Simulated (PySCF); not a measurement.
# NMR shielding calculation, with input and output: C₄H₂₁ClOSi₆

System: C₄H₂₁ClOSi₆.
Method: GIAO CAM-B3LYP/6-31G* NMR shielding, non-relativistic, gas phase (PySCF 2.14.0).

The geometry comes from this level: GFN2-xTB. Figures and captions count atoms from 1; the log counts them from 0 in places.

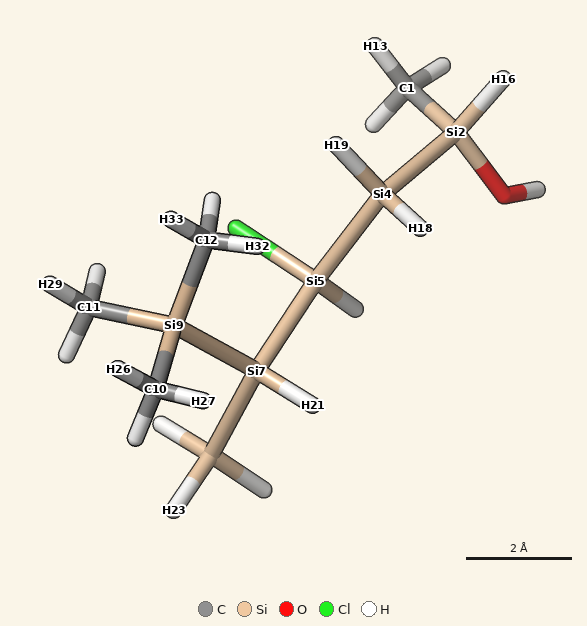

Figure 1. The structure (stick view, seen at a tilt; atoms are numbered from 1 in the order of the input).

### Summary

| quantity | value |
| --- | --- |
| outcome | converged |
| total energy | −2437.331404 hartree |
| HOMO | −8.49 eV |
| LUMO | −0.06 eV |
| dipole moment | 1.64 D |
| isotropic shielding, C | 189.9 to 194.1 ppm |
| isotropic shielding, Si | 397.7 to 503.2 ppm |
| isotropic shielding, O | 315.9 ppm |
| isotropic shielding, Cl | 1047.9 ppm |
| isotropic shielding, H | 26.4 to 32.4 ppm |
| hardware | 1 CPU thread, shared host |
| wall time | 2.6 min |
| peak memory | 1.7 GiB |

### The input
```
{"job": {"xc": "CAM-B3LYP", "basis": "6-31G*", "kind": "nmr", "pop": true}, "charge": 0, "multiplicity": 1}
C      4.972529     0.685460    -1.480176
Si     4.563990     0.853385     0.372871
O      4.906114    -0.537294     1.165833
Si     2.285805     0.974359     0.757876
Si     1.012626    -0.822256    -0.022456
Cl     0.866347    -0.544763    -2.088915
Si    -1.192277    -1.321329     0.605962
Si    -1.938807    -3.391702    -0.180453
Si    -2.640358     0.461702     0.086621
C     -4.177181     0.474851     1.223953
C     -3.235413     0.303216    -1.721114
C     -1.736874     2.136030     0.270745
H      4.737548     1.597351    -2.019980
H      6.024084     0.468466    -1.654474
H      4.396284    -0.116541    -1.935360
H      5.453940     1.908432     0.897785
H      5.760653    -0.957493     1.115618
H      1.967895     1.104634     2.192119
H      1.765900     2.230496     0.182055
H      1.841825    -2.044129     0.025191
H     -1.106936    -1.431063     2.087244
H     -1.908545    -3.448183    -1.643811
H     -3.324540    -3.686023     0.206213
H     -1.143262    -4.529266     0.291670
H     -4.742297    -0.447342     1.127836
H     -4.850359     1.296110     0.994162
H     -3.887443     0.571490     2.265631
H     -3.799103    -0.612464    -1.875455
H     -3.870651     1.132839    -2.018655
H     -2.388397     0.282994    -2.400408
H     -0.918025     2.208982    -0.438861
H     -1.314508     2.249987     1.264819
H     -2.397502     2.980886     0.095564
```

The first line tells a small driver script what to run in PySCF; the rest is the geometry in Å.

Run as:
```bash
OMP_NUM_THREADS=1 python <driver script> task.json out
```

### Log
```
coarse grid: 29824 points
cycle   1  E = -2437.3244494511  dE =  5.858e-01  |g| = 8.695e-01  |ddm| = 4.807e+00
cycle   2  E = -2437.3075687108  dE =  1.688e-02  |g| = 9.770e-01  |ddm| = 1.743e+00
cycle   3  E = -2437.5009723066  dE = -1.934e-01  |g| = 1.058e-01  |ddm| = 9.869e-01
cycle   4  E = -2437.5030907688  dE = -2.118e-03  |g| = 4.275e-02  |ddm| = 1.361e-01
cycle   5  E = -2437.5035810603  dE = -4.903e-04  |g| = 4.957e-03  |ddm| = 5.037e-02
cycle   6  E = -2437.5035897902  dE = -8.730e-06  |g| = 1.119e-03  |ddm| = 9.551e-03
final grid: 252160 points
cycle   7  E = -2437.3313967358  dE = -2.175e-05  |g| = 5.152e-03  |ddm| = 2.037e-02
cycle   8  E = -2437.3313986202  dE = -1.884e-06  |g| = 4.689e-03  |ddm| = 9.738e-03
cycle   9  E = -2437.3314042415  dE = -5.621e-06  |g| = 2.003e-04  |ddm| = 4.101e-03
cycle  10  E = -2437.3314042532  dE = -1.168e-08  |g| = 1.357e-04  |ddm| = 4.727e-04
cycle  11  E = -2437.3314042576  dE = -4.441e-09  |g| = 3.745e-05  |ddm| = 1.740e-04
cycle  12  E = -2437.3314042579  dE = -3.092e-10  |g| = 7.823e-06  |ddm| = 4.767e-05
```

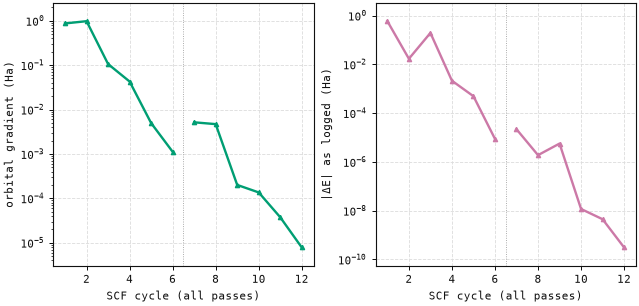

Figure 2. Convergence of the self-consistent field: orbital gradient and size of the energy change against the SCF cycle. The dotted line marks the change from a coarse to the final integration grid. The first 6 cycles use a coarse grid, the final grid takes over at cycle 7, and the field converges after 12 cycles in all.

```
converged SCF energy = -2437.3314042579

GIAO shielding tensors (ppm)
atom      isotropic    diamagn.    paramagn.     s11        s22        s33       span
  0 C      189.935     252.220     -62.285    178.681    193.323    197.800     19.120
  1 Si     397.745     878.834    -481.089    345.876    392.895    454.466    108.590
  2 O      315.873     389.504     -73.631    278.853    318.487    350.280     71.427
  3 Si     493.536     886.477    -392.941    465.134    501.359    514.116     48.982
  4 Si     400.870     882.750    -481.879    332.720    393.522    476.369    143.648
  5 Cl    1047.924    1153.838    -105.914    974.527   1067.410   1101.834    127.307
  6 Si     503.200     885.712    -382.513    479.806    504.053    525.740     45.933
  7 Si     496.597     882.098    -385.501    481.592    499.642    508.557     26.965
  8 Si     419.346     880.852    -461.506    413.697    418.716    425.626     11.929
  9 C      194.115     249.234     -55.119    190.062    192.412    199.872      9.810
 10 C      193.762     252.549     -58.787    190.077    192.747    198.464      8.387
 11 C      193.458     255.687     -62.228    188.753    194.306    197.316      8.563
 12 H       32.385      31.256       1.129     28.112     30.739     38.303     10.191
 13 H       32.060      26.753       5.307     27.994     28.896     39.288     11.294
 14 H       31.721      33.547      -1.825     26.675     31.361     37.127     10.452
 15 H       26.385      27.469      -1.084     23.314     24.236     31.604      8.290
 16 H       31.834      26.742       5.092     24.024     26.389     45.088     21.064
 17 H       28.997      33.316      -4.319     24.621     28.295     34.075      9.454
 18 H       29.088      34.890      -5.801     25.035     28.912     33.318      8.283
 19 H       26.452      33.258      -6.806     23.362     25.545     30.449      7.088
 20 H       29.211      33.982      -4.771     26.155     26.960     34.518      8.362
 21 H       28.622      31.510      -2.888     25.223     27.509     33.135      7.913
 22 H       28.804      29.968      -1.164     24.654     27.324     34.435      9.781
 23 H       28.745      30.335      -1.590     24.739     26.687     34.809     10.070
 24 H       32.253      29.855       2.398     27.357     30.777     38.625     11.268
 25 H       32.222      29.021       3.201     27.696     29.503     39.466     11.770
 26 H       32.310      31.005       1.305     27.783     30.535     38.613     10.829
 27 H       32.234      31.620       0.614     27.908     30.469     38.325     10.417
 28 H       32.188      30.637       1.551     27.806     29.110     39.648     11.842
 29 H       31.897      34.239      -2.342     26.580     31.493     37.619     11.039
 30 H       32.038      36.560      -4.521     27.480     30.455     38.180     10.699
 31 H       32.269      35.090      -2.821     28.750     30.328     37.729      8.980
 32 H       32.131      32.194      -0.063     27.233     29.647     39.512     12.279
```

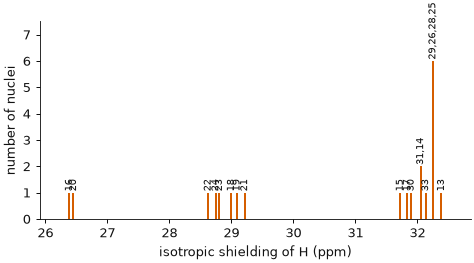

Figure 3. Isotropic shieldings of the hydrogen nuclei in this fixed geometry, labelled by atom number; shielding grows to the right, so chemical shift grows to the left. The least shielded is H16 (26.4 ppm), the most shielded H13 (32.4 ppm).

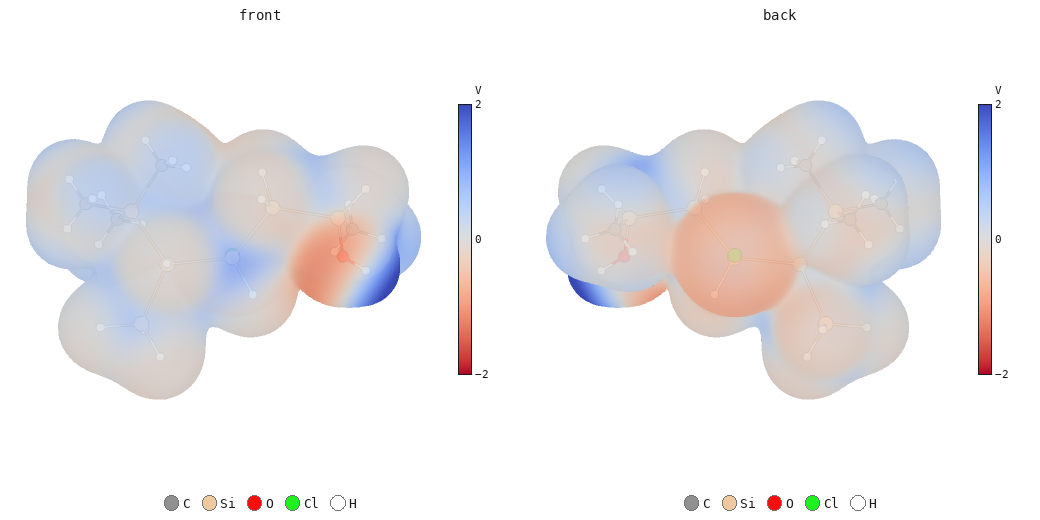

Figure 4. The molecular electrostatic potential painted on the density surface at 0.001 e/bohr³, seen face on and from behind; the colour scale runs from red (negative) to blue (positive).

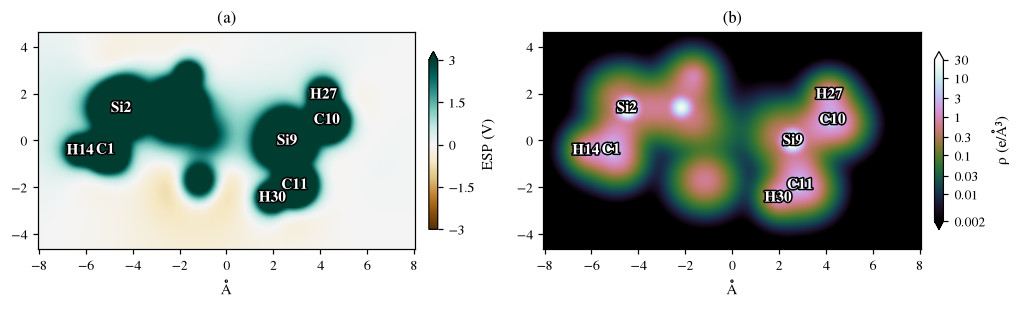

Figure 5. (a) molecular electrostatic potential; (b) electron density on the plane of atoms Si9, C11 and H30. Atoms in the plane: C, Si and H.

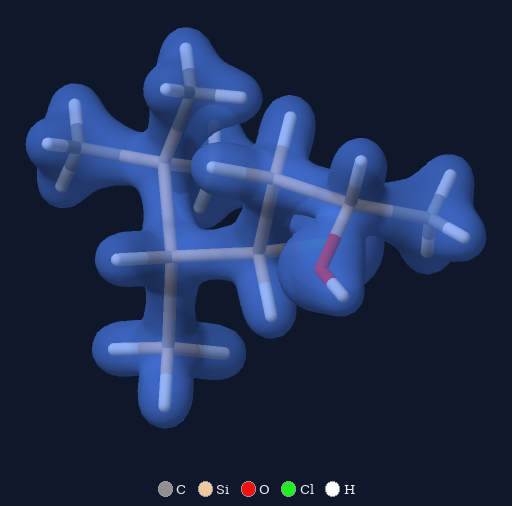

Figure 6. Isosurface of the total electron density at 0.4 e/Å³ (blue), seen at an oblique angle. At this value the surface is in one piece. On the grid the lowest density along these lines, outside the cores, is 0.96 e/Å³ (Si–O, 1.64 Å), 0.77 e/Å³ (C–Si, 1.90 Å), 0.6 e/Å³ (Si–Cl, 2.09 Å) and 0.68 e/Å³ (Si–Si, 2.31 Å).
